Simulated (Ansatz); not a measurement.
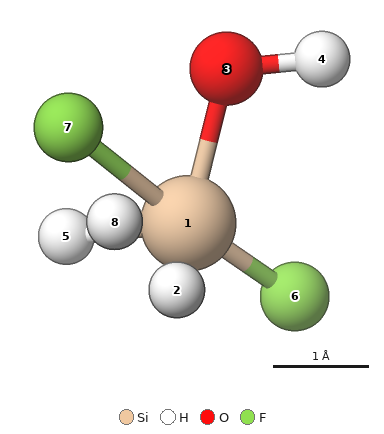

Figure 1. The structure as given in the input (ball-and-stick view, seen at a tilt; atoms are numbered from 1 in the order of the input). Bond lengths as drawn: F–Si 1.59 to 1.89 Å, H–O 1.01 Å, H–Si 1.46 Å and O–Si 1.68 Å.

Geometry relaxation, with input and output: SiH4OF2

- system: SiH4OF2
- method: RKS PBE0-D4/def2-SVP (Ansatz 0.2.0)

The input holds or restrains some coordinates. Forces given for the steps count only the free coordinates. It belongs to a series of runs on one base structure; here: pulled along the bonds that form and break, towards end B. Figures and captions count atoms from 1; the log counts them from 0 in places.

### The input
```yaml
crystal:
  periodic: [false, false, false]
  atoms:
    - { symbol: Si, position_ang: [0.0, 0.0, 0.0] }
    - { symbol: H, position_ang: [0.0, 0.0, 1.81] }
    - { symbol: O, position_ang: [1.5842, 0.0, -0.5594] }
    - { symbol: H, position_ang: [1.9006, -0.9521, -0.6761] }
    - { symbol: H, position_ang: [-0.6877, 1.1914, -0.4862] }
    - { symbol: F, position_ang: [-0.7489, -1.2974, -0.5295] }
    - { symbol: F, position_ang: [0.9912, 1.4948, 0.596] }
    - { symbol: H, position_ang: [0.538, 0.8114, 1.693] }
basis:
  gaussian: { orbitals: def2-SVP }
hamiltonian:
  xc: pbe0
  dispersion: d4
relax:
  f_tol: 0.15
  max_steps: 25
  restrain:
    - { distance: [0, 6], at: 1.59, k: 30.0 }
    - { distance: [7, 1], at: 0.66, k: 30.0 }
    - { distance: [0, 1], at: 2.66, k: 30.0 }
    - { distance: [7, 6], at: 2.12, k: 30.0 }
output:
  orbitals: {}
```

Command:
```bash
ansatz run input.yaml --threads 1 --pin off --max-ram 2048MiB --backend cpu --events-out ev --progress --plain --runs-dir out
```

### Log
```
The last accepted step is kept in [file] (removed where the run ends without a failure and the disk answers)
Engine: ansatz 0.2.0, aarch64-unknown-linux-gnu
Functional definition: PBE0
  parameter a = 0.25
  parameter kappa = 0.804
  parameter beta = 0.06672455060314922
  exchange = (1 - a)*pbe_x(kappa = kappa, mu = beta*pi^2/3) + a*exact_x
  correlation = pbe_c(beta = beta)
810 factors; integrals over basis functions are off by at most 3.7e-4 eV
mean field evaluation 1: about -15397.2801 eV, gradient 6.1e1 eV
mean field evaluation 2: about -15376.5827 eV, gradient 1.2e2 eV
mean field evaluation 4: about -15403.6193 eV, gradient 6.8e0 eV
mean field evaluation 8: about -15403.6901 eV, gradient 1.9e-2 eV
mean field -15403.69014176 eV, -566.0751717135 hartree, gradient 1.8e-5 eV, S^2 0.000000; 0 other end points of the search recorded, 0 dependent functions left out
the calculation of the forces begins
reference -15403.69016361 eV, -566.0751725164 hartree; 22, 22 occupied and 58, 58 virtual orbitals, 810 factors
relax step   1: F+E_penalty+E_count = -15403.79223135 eV  Δ(F+E_penalty+E_count) = +0.000e0 eV  max|allowed force component| = 5.982e0 eV/Å  E_restraint = 22.17520480 eV  max|allowed force component, restraints' pulls added| = 2.392e1 eV/Å  Δτ_max = 0.0000 Å  (25 SCF iters, accepted)
  distance Si 0 - F 6 = 1.8900 Å
  distance H 7 - H 1 = 0.9806 Å
  distance Si 0 - H 1 = 1.8100 Å
  distance H 7 - F 6 = 1.3696 Å
these checks for a lower state are left out or cut short: starts, cluster_reference, orbital_swaps, neighbouring_geometries, increment
810 factors; integrals over basis functions are off by at most 4.0e-4 eV
mean field evaluation 16: about -15403.1157 eV, gradient 1.5e1 eV
mean field -15404.10597513 eV, -566.0904533079 hartree, gradient 9.1e-6 eV, S^2 0.000000; 0 other end points of the search recorded, 0 dependent functions left out
[... from here on the field's lines of each further geometry are left out, up to the last ...]
relax step   2: F+E_penalty+E_count = -15404.20731927 eV  Δ(F+E_penalty+E_count) = -4.151e-1 eV  max|allowed force component| = 4.209e0 eV/Å  E_restraint = 9.15939078 eV  max|allowed force component, restraints' pulls added| = 1.437e1 eV/Å  Δτ_max = 0.1949 Å  (35 SCF iters, accepted)
relax step   3: F+E_penalty+E_count = -15404.90354027 eV  Δ(F+E_penalty+E_count) = -6.962e-1 eV  max|allowed force component| = 2.478e0 eV/Å  E_restraint = 1.70410307 eV  max|allowed force component, restraints' pulls added| = 7.476e0 eV/Å  Δτ_max = 0.1949 Å  (33 SCF iters, accepted)
relax step   4: F+E_penalty+E_count = -15406.18490228 eV  Δ(F+E_penalty+E_count) = -1.281e0 eV  max|allowed force component| = 2.068e0 eV/Å  E_restraint = 0.05087765 eV  max|allowed force component, restraints' pulls added| = 1.675e0 eV/Å  Δτ_max = 0.1947 Å  (33 SCF iters, accepted)
relax step   5: F+E_penalty+E_count = -15406.77621109 eV  Δ(F+E_penalty+E_count) = -5.913e-1 eV  max|allowed force component| = 1.621e0 eV/Å  E_restraint = 0.07317964 eV  max|allowed force component, restraints' pulls added| = 1.645e0 eV/Å  Δτ_max = 0.1947 Å  (28 SCF iters, accepted)
relax step   6: F+E_penalty+E_count = -15407.24601236 eV  Δ(F+E_penalty+E_count) = -4.698e-1 eV  max|allowed force component| = 1.368e0 eV/Å  E_restraint = 0.08321836 eV  max|allowed force component, restraints' pulls added| = 1.029e0 eV/Å  Δτ_max = 0.2000 Å  (27 SCF iters, accepted)
relax step   7: F+E_penalty+E_count = -15407.61965101 eV  Δ(F+E_penalty+E_count) = -3.736e-1 eV  max|allowed force component| = 8.054e-1 eV/Å  E_restraint = 0.09802461 eV  max|allowed force component, restraints' pulls added| = 1.334e0 eV/Å  Δτ_max = 0.1960 Å  (27 SCF iters, accepted)
relax step   8: F+E_penalty+E_count = -15407.78993079 eV  Δ(F+E_penalty+E_count) = -1.703e-1 eV  max|allowed force component| = 1.152e0 eV/Å  E_restraint = 0.07236576 eV  max|allowed force component, restraints' pulls added| = 7.211e-1 eV/Å  Δτ_max = 0.1991 Å  (26 SCF iters, accepted)
relax step   9: F+E_penalty+E_count = -15407.83747637 eV  Δ(F+E_penalty+E_count) = -4.755e-2 eV  max|allowed force component| = 1.639e0 eV/Å  E_restraint = 0.05021938 eV  max|allowed force component, restraints' pulls added| = 7.870e-1 eV/Å  Δτ_max = 0.1987 Å  (26 SCF iters, accepted)
relax step  10: F+E_penalty+E_count = -15407.88763314 eV  Δ(F+E_penalty+E_count) = -5.016e-2 eV  max|allowed force component| = 1.651e0 eV/Å  E_restraint = 0.05418544 eV  max|allowed force component, restraints' pulls added| = 1.172e-1 eV/Å  Δτ_max = 0.1926 Å  (25 SCF iters, accepted)
relax step  11: F+E_penalty+E_count = -15407.93895230 eV  Δ(F+E_penalty+E_count) = -5.132e-2 eV  max|allowed force component| = 1.442e0 eV/Å  E_restraint = 0.10288913 eV  max|allowed force component, restraints' pulls added| = 1.032e0 eV/Å  Δτ_max = 0.1951 Å  (25 SCF iters, accepted)
relax step  12: F+E_penalty+E_count = -15407.92548577 eV  Δ(F+E_penalty+E_count) = +1.347e-2 eV  max|allowed force component| = 1.770e0 eV/Å  E_restraint = 0.05220814 eV  max|allowed force component, restraints' pulls added| = 2.751e-1 eV/Å  Δτ_max = 0.1219 Å  (26 SCF iters, accepted)
relax step  13: F+E_penalty+E_count = -15407.93995834 eV  Δ(F+E_penalty+E_count) = -1.447e-2 eV  max|allowed force component| = 1.710e0 eV/Å  E_restraint = 0.05429237 eV  max|allowed force component, restraints' pulls added| = 2.172e-1 eV/Å  Δτ_max = 0.2000 Å  (26 SCF iters, accepted)
the calculation of the forces begins
reference -15407.83939946 eV, -566.2276541214 hartree; 22, 22 occupied and 58, 58 virtual orbitals, 810 factors
relax step  14: F+E_penalty+E_count = -15407.94124055 eV  Δ(F+E_penalty+E_count) = -1.282e-3 eV  max|allowed force component| = 1.782e0 eV/Å  E_restraint = 0.05193626 eV  max|allowed force component, restraints' pulls added| = 3.908e-2 eV/Å  Δτ_max = 0.0597 Å  (26 SCF iters, accepted)
```

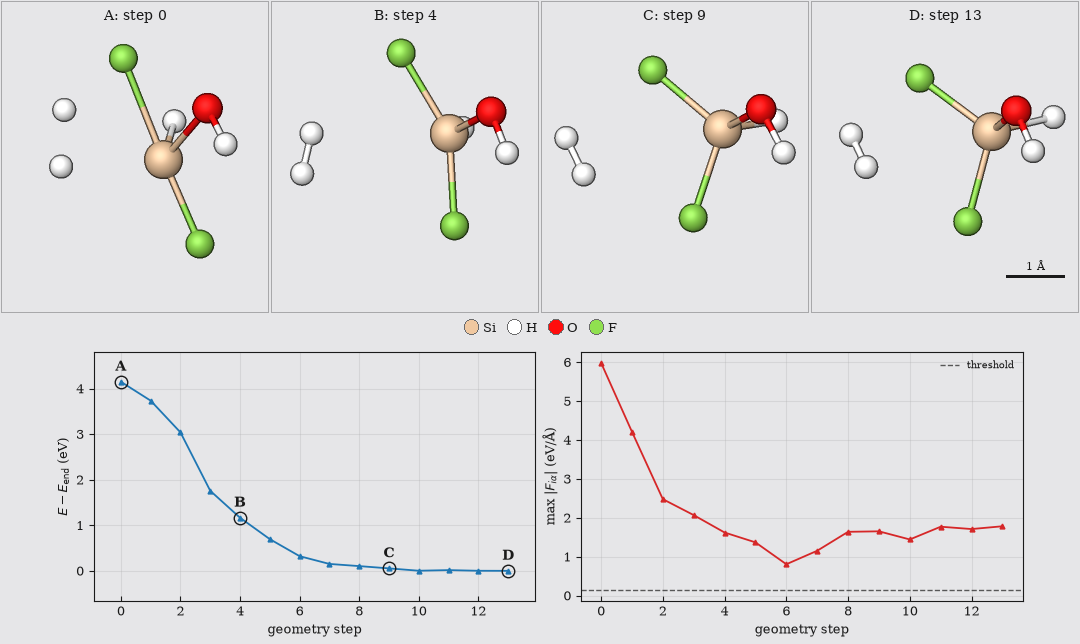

Figure 2. Frames of the restrained relaxation (ball-and-stick view, seen at a tilt) above the curves, on which the letters mark them (the first geometry is step 0 here and step 1 in the log).

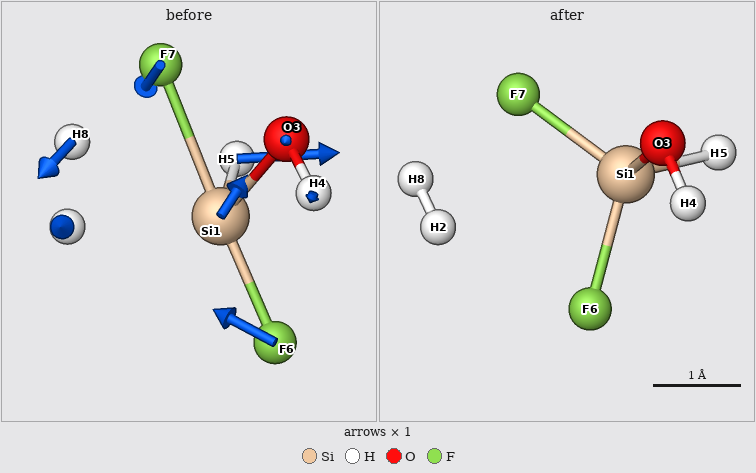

Figure 3. Before (left) and after (right) the restrained relaxation, at one scale (ball-and-stick view, seen at a tilt). The blue arrows give the displacements, at true length. The energy falls by 4.149 eV in 13 geometry steps. Largest force component: 6 eV/Å at the start, 1.8 eV/Å at the end. The largest move after the best rigid fit is that of H5, 1.20 Å. Largest moves by element: H 1.20 Å, F 0.92 Å, Si 0.63 Å, O 0.10 Å. Among the contacts that change: Si1–F7 1.890 → 1.600 Å, H2–H8 0.981 → 0.717 Å, O3–H4 1.010 → 0.961 Å, Si1–O3 1.680 → 1.633 Å. New bonds form: H2–H8 (0.98 → 0.72 Å). Among the angles that change: F6–Si1–F7 176.5° → 109.9°, O3–Si1–F7 67.1° → 108.4°, H5–Si1–F7 72.9° → 107.1°. (Atoms are counted from 1 in the order of the input.)

```
  distance Si 0 - F 6 = 1.5995 Å
  distance H 7 - H 1 = 0.7167 Å
  distance Si 0 - H 1 = 2.6690 Å
  distance H 7 - F 6 = 2.1288 Å
810 factors; integrals over basis functions are off by at most 3.6e-4 eV
mean field -15407.83937805 eV, -566.2276533347 hartree, gradient 6.0e-6 eV, S^2 0.000000; 1 other end points of the search recorded, 0 dependent functions left out
the calculation of the forces begins
reference -15407.83939946 eV, -566.2276541214 hartree; 22, 22 occupied and 58, 58 virtual orbitals, 810 factors
Total energy: -15407.94126196 eV, -566.2313974993 hartree
Atom 0 at     0.116272     0.490494    -0.391790 Å, force    -0.040201    -0.156317    -0.465561 eV/Å
Atom 1 at     0.649124    -0.391779     2.070196 Å, force     0.044554    -1.781546    -0.034504 eV/Å
Atom 2 at     1.602280    -0.172612    -0.522840 Å, force     0.007854    -0.017329    -0.037396 eV/Å
Atom 3 at     1.699366    -1.123915    -0.620909 Å, force    -0.023385     0.039083     0.030159 eV/Å
Atom 4 at    -0.393991     1.041166    -1.658809 Å, force     0.001620     0.003610    -0.007251 eV/Å
Atom 5 at    -0.941075    -0.610214     0.123872 Å, force    -0.001096     0.014806     0.008122 eV/Å
Atom 6 at     0.193088     1.701505     0.650372 Å, force    -0.061830     0.389743     0.012452 eV/Å
Atom 7 at     0.652338     0.313454     2.197708 Å, force     0.072485     1.507950     0.493979 eV/Å
Dipole moment:     0.102748    -0.303026    -0.263699 e Å
```

### Trajectory as extended XYZ (Å, eV, eV/Å), 14 frames, from step=1 to step=14
```
8
Properties=species:S:1:pos:R:3:forces:R:3 step=1 energy=-15403.79223
Si    0.0000    0.0000    0.0000    2.9695   3.8932  -0.5072
H     0.0000    0.0000    1.8100   -0.1990  -0.4243  -0.4299
O     1.5842    0.0000   -0.5594    0.4716  -5.9819  -1.1651
H     1.9006   -0.9521   -0.6761   -0.3157   1.6395  -0.5081
H    -0.6877    1.1914   -0.4862   -1.5636  -0.6036  -0.2470
F    -0.7489   -1.2974   -0.5295   -0.3566  -1.1034   0.5528
F     0.9912    1.4948    0.5960   -1.1563   2.2609   4.2348
H     0.5380    0.8114    1.6930    0.1502   0.3196  -1.9305
8
Properties=species:S:1:pos:R:3:forces:R:3 step=2 energy=-15404.20732
Si    0.0413    0.0739   -0.1389    3.4831   3.5031   0.0707
H     0.0240    0.0347    2.0003   -0.1305  -0.2675   0.0025
O     1.6195   -0.0404   -0.5913    0.3441  -4.2094  -1.1508
H     1.9033   -0.9630   -0.6848    0.2623  -0.0411  -0.6953
H    -0.7158    1.2030   -0.5037   -2.1385   0.2028  -0.7556
F    -0.7392   -1.2890   -0.5236    0.2465  -0.0451   0.9693
F     0.9819    1.5289    0.4978   -1.7571   1.2803   1.9804
H     0.4625    0.7000    1.7921   -0.3099  -0.4230  -0.4212
8
Properties=species:S:1:pos:R:3:forces:R:3 step=3 energy=-15404.90354
Si    0.1115    0.1742   -0.2723    1.6685   1.7006   0.5620
H     0.0259    0.0346    2.1523   -1.5751  -2.4115   0.9851
O     1.6559   -0.0895   -0.6235    0.9898  -2.2985  -1.2556
H     1.9107   -0.9904   -0.6982    0.5990  -1.5605  -0.7006
H    -0.7601    1.2218   -0.5273   -2.4782   0.5189  -1.1599
F    -0.7159   -1.2581   -0.4894    1.0144   1.2486   0.9270
F     0.9493    1.5644    0.3650   -1.5463   0.8083   1.4550
H     0.4002    0.5912    1.9412    1.3280   1.9941  -0.8129
8
Properties=species:S:1:pos:R:3:forces:R:3 step=4 energy=-15406.18490
Si    0.1916    0.2898   -0.3381    0.1051   0.7716  -0.5969
H    -0.0065   -0.0194    2.3019   -1.4404  -2.0682   0.8038
O     1.7279   -0.1674   -0.6934   -0.1473  -0.6600  -0.4619
H     1.9277   -1.0949   -0.7626    0.0032  -0.6861  -0.4047
H    -0.8884    1.2480   -0.6713   -0.5400  -0.7761  -0.8993
F    -0.6327   -1.1429   -0.3983    0.6739   0.7404   0.7593
F     0.8718    1.6125    0.3233    0.0001   0.7924   1.4827
H     0.3862    0.5224    2.0862    1.3454   1.8860  -0.6828
8
Properties=species:S:1:pos:R:3:forces:R:3 step=5 energy=-15406.77621
Si    0.2303    0.3620   -0.3096    0.8276   1.1112  -1.3501
H    -0.0307   -0.0667    2.3329   -1.0435  -1.6211   0.5656
O     1.7272   -0.1896   -0.7522   -0.1394  -0.1331  -0.2563
H     1.8736   -1.1360   -0.8503   -0.2834   0.0428  -0.2213
H    -0.9227    1.1656   -0.8373    0.3779  -0.3784  -0.4089
F    -0.5398   -1.0412   -0.2607   -0.4756  -0.8254   1.0300
F     0.8933    1.6527    0.4067   -0.2407   0.3106   1.0541
H     0.3463    0.5013    2.1182    0.9771   1.4933  -0.4132
8
Properties=species:S:1:pos:R:3:forces:R:3 step=6 energy=-15407.24601
Si    0.2607    0.3909   -0.3184    0.6333   0.5813  -1.3679
H    -0.0496   -0.1101    2.2997   -0.6897  -1.2881   0.2567
O     1.7188   -0.1820   -0.8390   -0.0868   0.0244  -0.3294
H     1.8270   -1.1336   -0.9497   -0.2382   0.1466  -0.1305
H    -0.8662    1.1268   -0.9816    0.5386  -0.2822  -0.2355
F    -0.4884   -1.0063   -0.0706   -0.4456  -0.4690   1.0287
F     0.8864    1.6366    0.4922   -0.3242   0.1438   0.7678
H     0.2886    0.5258    2.2152    0.6124   1.1433   0.0100
8
Properties=species:S:1:pos:R:3:forces:R:3 step=7 energy=-15407.61965
Si    0.2929    0.4132   -0.3434   -0.1208  -0.3491  -0.6177
H    -0.0628   -0.1409    2.2481   -0.4096  -0.8054   0.1866
O     1.7168   -0.1722   -0.9170   -0.1551   0.0894  -0.2670
H     1.7915   -1.1278   -1.0100   -0.1087   0.0676  -0.0828
H    -0.7930    1.0913   -1.1032    0.4492  -0.1924  -0.2310
F    -0.4737   -0.9571    0.1186    0.2265   0.5731   0.3947
F     0.8363    1.6260    0.5676   -0.2174  -0.0349   0.3279
H     0.2694    0.5155    2.2872    0.3359   0.6517   0.2892
8
Properties=species:S:1:pos:R:3:forces:R:3 step=8 energy=-15407.78993
Si    0.3183    0.4008   -0.3181   -0.2129  -0.0168  -1.1158
H    -0.0906   -0.1173    2.2741   -0.5870  -1.1522   0.1424
O     1.6980   -0.1465   -1.0067    0.0158  -0.0736   0.0339
H     1.7208   -1.0985   -1.1388    0.1004  -0.0657  -0.0801
H    -0.6643    1.0186   -1.2367    0.1030  -0.0427   0.0873
F    -0.4325   -0.9255    0.2445    0.1635   0.3675   0.2566
F     0.7942    1.5937    0.6423   -0.0816  -0.0087   0.2013
H     0.2336    0.5228    2.3872    0.4987   0.9921   0.4744
8
Properties=species:S:1:pos:R:3:forces:R:3 step=9 energy=-15407.83748
Si    0.2611    0.4364   -0.3793    0.7473  -0.6222   0.0353
H     0.0768   -0.1571    2.2212   -0.6650  -1.6389  -0.1435
O     1.7045   -0.1636   -0.8888   -0.2402   0.0421  -0.0381
H     1.6932   -1.1027   -1.1029    0.1064   0.0367   0.0013
H    -0.5732    0.9987   -1.4122   -0.3958   0.2697  -0.4056
F    -0.5319   -0.8164    0.2744   -0.1106   0.2402  -0.1076
F     0.6086    1.5901    0.6741   -0.0837   0.3045  -0.2262
H     0.3384    0.4627    2.4612    0.6416   1.3680   0.8843
8
Properties=species:S:1:pos:R:3:forces:R:3 step=10 energy=-15407.88763
Si    0.2307    0.4449   -0.3801   -0.0357  -0.0847  -0.4798
H     0.2489   -0.2420    2.2046   -0.4229  -1.6515  -0.0769
O     1.6933   -0.1725   -0.7787   -0.1050  -0.0143   0.0716
H     1.6956   -1.1074   -1.0047    0.1172  -0.0337  -0.0029
H    -0.5142    1.0052   -1.5167   -0.0538   0.0119  -0.0430
F    -0.6733   -0.7345    0.2522   -0.0226   0.0611  -0.0818
F     0.4618    1.6352    0.6608    0.0310   0.3547  -0.1091
H     0.4345    0.4191    2.4102    0.4918   1.3563   0.7219
8
Properties=species:S:1:pos:R:3:forces:R:3 step=11 energy=-15407.93895
Si    0.1790    0.4640   -0.3880    0.1274  -0.1585  -0.6091
H     0.3459   -0.2903    2.1848   -0.4940  -1.4422  -0.0349
O     1.6730   -0.1748   -0.6469   -0.3668   0.0842   0.0839
H     1.7093   -1.1063   -0.8886    0.0453   0.0524   0.0308
H    -0.4713    1.0071   -1.6036    0.0885  -0.0455   0.1291
F    -0.8031   -0.6825    0.1860    0.0457   0.0933   0.0076
F     0.3332    1.6716    0.6509   -0.0245   0.2661  -0.1252
H     0.6114    0.3594    2.3533    0.5783   1.1503   0.5177
8
Properties=species:S:1:pos:R:3:forces:R:3 step=12 energy=-15407.92549
Si    0.1557    0.4698   -0.3803    0.0315   0.0676  -0.8792
H     0.4538   -0.3382    2.1543   -0.4441  -1.7701   0.0505
O     1.6544   -0.1727   -0.5640   -0.2751   0.0035   0.0182
H     1.6979   -1.1099   -0.7804    0.0636   0.0466   0.0246
H    -0.4441    1.0245   -1.6256    0.1720  -0.1312   0.2066
F    -0.8645   -0.6534    0.1502   -0.0751  -0.1001   0.1098
F     0.2643    1.6868    0.6480   -0.0208   0.4066   0.0461
H     0.6599    0.3412    2.2456    0.5480   1.4772   0.4235
8
Properties=species:S:1:pos:R:3:forces:R:3 step=13 energy=-15407.93996
Si    0.1188    0.4891   -0.3842   -0.1036  -0.1998  -0.3289
H     0.6320   -0.3926    2.0815   -0.0001  -1.7098   0.0014
O     1.6060   -0.1674   -0.4926    0.1257  -0.2172  -0.0561
H     1.6909   -1.1089   -0.6780    0.0060   0.1306   0.0410
H    -0.3780    1.0109   -1.6607   -0.0789   0.0859  -0.1145
F    -0.9444   -0.6051    0.1366    0.0199   0.0413  -0.0127
F     0.1973    1.7062    0.6489   -0.0815   0.4230   0.0047
H     0.6548    0.3159    2.1963    0.1126   1.4460   0.4652
8
Properties=species:S:1:pos:R:3:forces:R:3 step=14 energy=-15407.94124
Si    0.1163    0.4905   -0.3918   -0.0402  -0.1563  -0.4656
H     0.6491   -0.3918    2.0702    0.0446  -1.7815  -0.0345
O     1.6023   -0.1726   -0.5228    0.0079  -0.0173  -0.0374
H     1.6994   -1.1239   -0.6209   -0.0234   0.0391   0.0302
H    -0.3940    1.0412   -1.6588    0.0016   0.0036  -0.0073
F    -0.9411   -0.6102    0.1239   -0.0011   0.0148   0.0081
F     0.1931    1.7015    0.6504   -0.0618   0.3897   0.0125
H     0.6523    0.3135    2.1977    0.0725   1.5079   0.4940
```

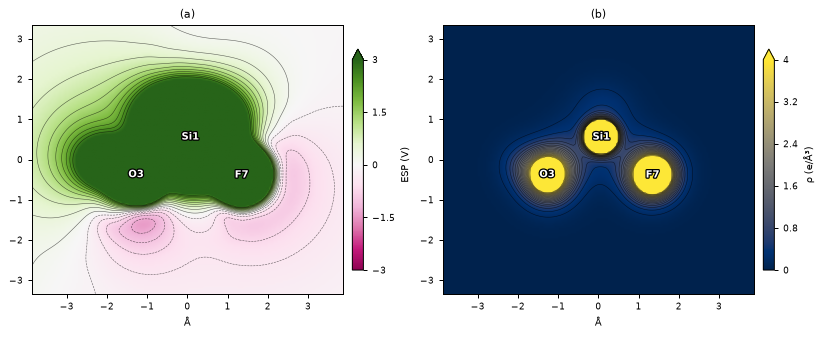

Figure 4. (a) electrostatic potential; (b) total electron density on the plane of atoms O3, Si1 and F7. Si–F (1.60 Å): ρ at the midpoint is about 1.1 e/Å³.

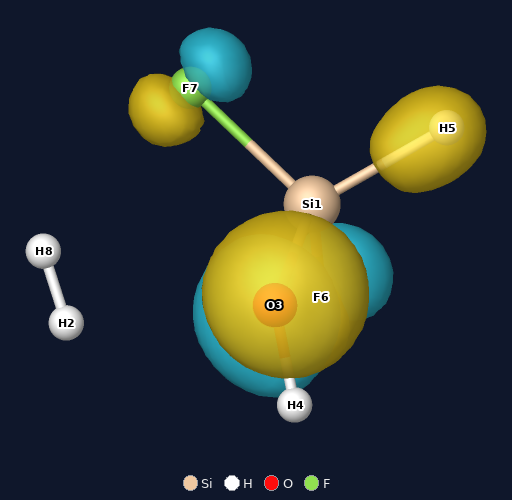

Figure 5. The HOMO−1 at ±0.2 Å⁻³ᐟ² (yellow and cyan are the two phases), seen at a tilt. Its energy is −10.55 eV.

### Results in brief

- outcome: converged under the restraints of the input
- total energy: −15407.9413 eV
- mean-field energy: −15407.8394 eV
- largest force (length of the vector) at the end, held atoms and coordinates included: 1.782 eV/Å
- hardware: 1 thread of Arm Neoverse V2, 24 GiB of memory available, shared host
- wall time: 34 s
- peak memory: 0.15 GiB
